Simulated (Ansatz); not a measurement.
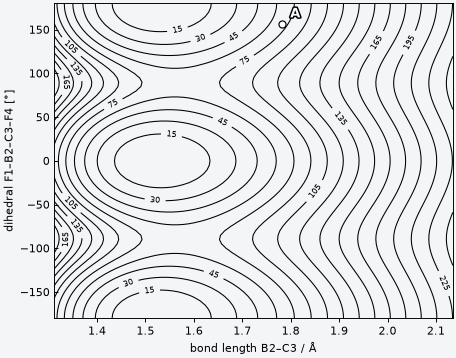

CH2BF2, SMILES FB[CH]F, spin multiplicity 2. The first coordinate is: bond length B2–C3; the second: dihedral F1–B2–C3–F4. Nothing is relaxed (all other coordinates rigid). The scan uses a 15 × 15 grid; 120 points were computed and 105 follow by symmetry. Points are written as (first, second). Energies: kJ/mol, counted from the relaxed molecule at the same level. The calculation used Ansatz, UKS CAM-B3LYP-D4/def2-SVP.

The picture shows contour lines labelled in kJ/mol, the point A. Between grid points the surface is interpolated.

### Is A at rest? If not, where is it pushed?

A, at (1.782 Å, 156°), is not a stationary point. The computed force is 400 kJ/mol for each Å towards smaller values of bond length B2–C3 and 0.47 kJ/mol for each degree towards larger values of dihedral F1–B2–C3–F4.
